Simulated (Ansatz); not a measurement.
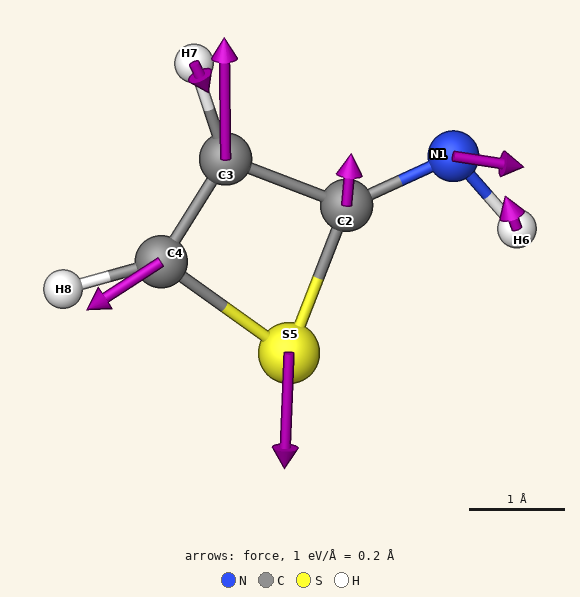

Starting geometry of C₃H₃NS with the computed forces as purple arrows. The picture is a ball-and-stick view, seen at a tilt.

The run prepares an end point of a later path (torsion) calculation, from a guessed geometry.

The calculation used RKS r2SCAN-D4/6-31G (Ansatz). Settings: no spin polarisation; force threshold 0.015 eV/Å; at most 40 steps.

Is this structure relaxed? If not, where do the atoms go?

Answer. It isn't relaxed: the largest force vector, on C3, is 6.85 eV/Å. The final displacements follow the starting forces only in part (cosine between the two patterns 0.51). The atom that moves furthest after the best rigid fit is S5 (0.35 Å). By element the largest moves are S 0.35 Å, H 0.29 Å, C 0.07 Å, N 0.06 Å. Some distances before and after: C2–S5 1.710 → 2.104 Å, N1–H6 1.097 → 1.019 Å, C3–C4 1.287 → 1.358 Å, C3–H7 1.147 → 1.083 Å. Bond angles that change, for instance: C2–N1–H6 106.8° → 122.1°, C3–C4–S5 95.9° → 103.6°, C2–C3–H7 132.6° → 127.0°. After 8 accepted moves (9 points after the start) the energy has fallen by 27.2 kcal/mol. Largest force component: 5.7 eV/Å at the start, 0.011 eV/Å at the end. The line search rejected the trial step at point 8 of the run. The run took 17 s on 1 thread of AMD EPYC 9R45 96-Core Processor (Zen 5) (shared host), peak memory 0.16 GiB.
